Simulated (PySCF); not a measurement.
**PmSI: valence singlet, from a bent start**

Aim: relax PmSI as a valence singlet from a bent start, check by its vibrations whether the end is a minimum, and collect its spectrum and constants.

Method: PBE0, basis Pm lcecp-1-TZVP with ECP50, S def2-TZVP, I def2-TZVP with ECP28, scalar-relativistic core potentials, no spin–orbit coupling, density fitting; program: PySCF 2.14.0.

**1. Starting geometry**

3 atoms, charge 0, spin multiplicity 1.

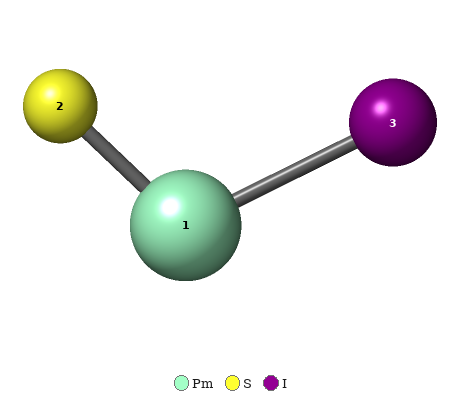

The starting geometry (promethium light green, sulfur yellow, iodine purple); atoms are numbered from 1 in the order of the file.

Coordinates in bohr (charge 0 multiplicity 1):
```
Pm    0.0000    0.0000    0.0000
S    -3.5449    0.0000    2.4822
I     4.7368    0.0000    3.3167
```

**2. First SCF at the start**

The steps below are one call of a driver around PySCF. For each, scf.py gives the equivalent set-up of the SCF; relaxations use the driver's own optimiser. After this first run the driver tries any further starts and a stability analysis.

scf.py reads:

```python
from pyscf import gto, scf, dft
mol = gto.M(atom='''
Pm     0.000000     0.000000     0.000000
S     -1.875900     0.000000     1.313500
I      2.506600     0.000000     1.755100''',
    basis={'Pm': 'lcecp-1-TZVP', 'S': 'def2-TZVP', 'I': 'def2-TZVP'},
    ecp={'Pm': 'lcecp-1-TZVP', 'I': 'def2-TZVP'},
    charge=0, spin=0)
mf = dft.RKS(mol, xc='PBE0')
mf.grids.atom_grid = (50, 194)
aux = {'Pm': 'AutoAux', 'S': 'def2-universal-JKFIT', 'I': 'def2-universal-JKFIT'}  # AutoAux: made from the orbital basis by basis_set_exchange (get_aux=1)
mf = mf.density_fit(auxbasis=aux)
mf.conv_tol = 1e-08
mf.diis_space = 10
mf.max_cycle = 60
mf.init_guess = '1e'
mf.verbose = 4
mf.kernel()
```

On the command line:

```console
> OMP_NUM_THREADS=2 python axn.py task.json out
```

The runs that follow: Bent start, valence singlet: relaxation; Frequencies.

**Question.** What will these runs give? Wanted: minimum; geometry; wavenumbers; dipole moment; highest occupied, lowest empty level; polar-tensor charge of Pm1; zero-point energy.

The runs gave:

| quantity | value |
| --- | --- |
| minimum | valence singlet (4f shell in the core), Cs |
| geometry | Pm–I 2.930 Å, Pm–S 2.347 Å; I–Pm–S 114.5° |
| wavenumbers (cm⁻¹) | 66 (a'), 175 (a'), 463 (a') |
| dipole moment | 7.92 D |
| highest occupied, lowest empty level | -6.37, -2.65 eV |
| polar-tensor charge of Pm1 | +1.56 e |
| zero-point energy | 4.2 kJ/mol |
| entropy at 298.15 K | 334.5 J/(mol K) |

In words: The molecule stays Cs, as typed, and the end point is a minimum. In the infrared the band at 463 cm⁻¹ (a', stretch) leads. With 7.9 D the molecule is strongly polar. Other starts or spin states, not run here, may lie lower. The 4f shell sits in the core potential, so its spin is not counted. Spin–orbit coupling is left out.
